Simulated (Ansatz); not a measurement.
# C2H5BN (SMILES B[N]C=C): UBLYP/def2-SVPD

What is the vertical electron affinity of C2H5BN at UBLYP/def2-SVPD? 

Program for the calculation: Ansatz 0.2.0.

40 further runs of the same task are left out: 40 set aside as unsound or not needed.

### 1 The system as given

C2H5BN has 9 atoms, charge 0, and is taken as a doublet. SMILES: `B[N]C=C`. The shape is that of a PBE0-D4/def2-TZVP optimisation.

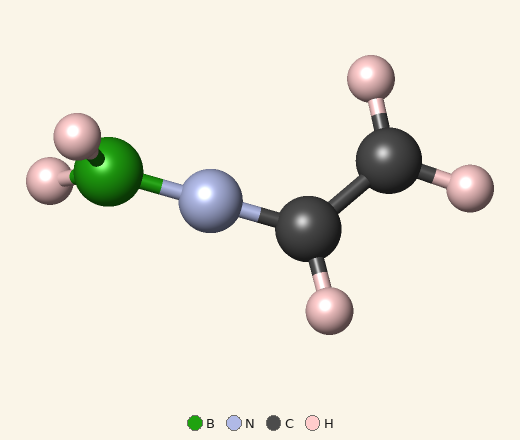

Viewed from a chosen angle; boron green, nitrogen light blue, carbon dark grey, hydrogen pink.

### 2 The energy at UBLYP/def2-SVPD

job.yaml reads:

```yaml
crystal:
  periodic: [false, false, false]
  atoms:
    - {symbol: B, position_ang: [-0.864600, 1.674800, -0.110400]}
    - {symbol: "N", position_ang: [-0.486400, 0.387700, -0.106200]}
    - {symbol: C, position_ang: [-0.126200, -0.844400, -0.102100]}
    - {symbol: C, position_ang: [1.161000, -1.270600, 0.212300]}
    - {symbol: H, position_ang: [-1.300900, 2.164000, 0.896800]}
    - {symbol: H, position_ang: [-0.758900, 2.316900, -1.120700]}
    - {symbol: H, position_ang: [-0.871400, -1.601800, -0.359600]}
    - {symbol: H, position_ang: [1.410600, -2.323300, 0.200400]}
    - {symbol: H, position_ang: [1.925400, -0.549500, 0.472300]}
basis:
  gaussian: {orbitals: def2-SVPD}
magnetization: {spin_polarized: true, initial_magnetization: 1}
hamiltonian: {xc: {name: BLYP}}
accuracy: high
output: {orbitals: {seedname: orbitals}}
```

Launch:

```bash
ansatz run job.yaml --threads 1 --pin off --max-ram 3480MiB --events-out events.jsonl --progress --plain --runs-dir runs
```

The log of the run:

```text
Warning: RAYON_NUM_THREADS=1 ignored (pool sized by the plan → 1); use --threads N
Functional definition: BLYP
  name "BLYP"
  parameter beta = 0.0042
  parameter a = 0.04918
  parameter b = 0.132
  parameter c = 0.2533
  parameter d = 0.349
  exchange = b88_x(beta = beta)
  correlation = lyp_c(a = a, b = b, c = c, d = d)
2481 factors; integrals over basis functions are off by at most 3.5e-9 eV
mean field evaluation 1: about -4307.8751 eV, gradient 3.9e1 eV
mean field evaluation 2: about -4286.9144 eV, gradient 7.2e1 eV
mean field evaluation 4: about -4315.5586 eV, gradient 5.6e0 eV
mean field evaluation 8: about -4315.7455 eV, gradient 1.3e-1 eV
mean field evaluation 16: about -4315.7454 eV, gradient 6.3e-5 eV
mean field -4315.74538644 eV, -158.6007176345 hartree, gradient 4.5e-8 eV, S^2 0.760930; 0 other end points of the search recorded, 0 dependent functions left out
reference -4315.74544813 eV, -158.6007199013 hartree; 15, 14 occupied and 105, 106 virtual orbitals, 2481 factors
Total energy: -4315.74544813 eV, -158.6007199013 hartree
```

Wall time 17 s (1 thread of Arm Neoverse V2, shared host); peak memory 0.42 GiB.

### 3 The singlet anion at the same level

in.yaml reads:

```yaml
crystal:
  periodic: [false, false, false]
  atoms:
    - {symbol: B, position_ang: [-0.864600, 1.674800, -0.110400]}
    - {symbol: N, position_ang: [-0.486400, 0.387700, -0.106200]}
    - {symbol: C, position_ang: [-0.126200, -0.844400, -0.102100]}
    - {symbol: C, position_ang: [1.161000, -1.270600, 0.212300]}
    - {symbol: H, position_ang: [-1.300900, 2.164000, 0.896800]}
    - {symbol: H, position_ang: [-0.758900, 2.316900, -1.120700]}
    - {symbol: H, position_ang: [-0.871400, -1.601800, -0.359600]}
    - {symbol: H, position_ang: [1.410600, -2.323300, 0.200400]}
    - {symbol: H, position_ang: [1.925400, -0.549500, 0.472300]}
basis:
  gaussian:
    orbitals: def2-SVPD
total_charge: -1
hamiltonian:
  xc: {name: BLYP}
accuracy: high
output: {orbitals: {seedname: orbitals}}
```

Launch:

```bash
ansatz run in.yaml --threads 1 --pin off --max-ram 3480MiB --events-out events.jsonl --progress --plain --runs-dir runs
```

The log of the run, cut to the lines that bear on the results:

```text
Warning: RAYON_NUM_THREADS=1 ignored (pool sized by the plan → 1); use --threads N
[... 9 set-up lines as earlier in the session ...]
2482 factors; integrals over basis functions are off by at most 3.5e-9 eV
mean field evaluation 1: about -4311.6555 eV, gradient 4.4e1 eV
mean field evaluation 2: about -4283.8322 eV, gradient 8.8e1 eV
mean field evaluation 4: about -4316.5226 eV, gradient 1.3e1 eV
mean field evaluation 8: about -4317.0296 eV, gradient 2.6e-1 eV
mean field evaluation 16: about -4317.0298 eV, gradient 7.5e-6 eV
mean field -4317.02978583 eV, -158.6479184414 hartree, gradient 8.1e-8 eV, S^2 0.000000; 0 other end points of the search recorded, 0 dependent functions left out
reference -4317.02984541 eV, -158.6479206311 hartree; 15, 15 occupied and 105, 105 virtual orbitals, 2482 factors
Total energy: -4317.02984541 eV, -158.6479206311 hartree
```

Wall time 9.9 s (1 thread of Arm Neoverse V2, shared host); peak memory 0.36 GiB.

### 4 Results

Level: UBLYP/def2-SVPD.

| quantity | value |
| --- | --- |
| doublet C2H5BN: total energy | -158.60072 Eh |
| doublet C2H5BN: HOMO energy (highest over α and β) | -5.41 eV |
| doublet C2H5BN: LUMO energy (lowest over α and β) | -4.17 eV |
| doublet C2H5BN: ⟨S²⟩ | 0.761 |
| singlet anion: total energy | -158.64792 Eh |
| singlet anion: HOMO energy | 1.58 eV |
| singlet anion: LUMO energy | 4.19 eV |
| singlet anion: HOMO–LUMO gap (to an unbound level, set by the basis) | 2.61 eV |
| vertical electron affinity (to the singlet anion) | 1.284 eV |

What this shows: At fixed nuclei the extra electron is bound by 1.28 eV (124 kJ/mol). The HOMO (singlet anion) lies at positive energy, 1.58 eV, as semi-local functionals often give for anions; only total energies tell whether the electron is bound.
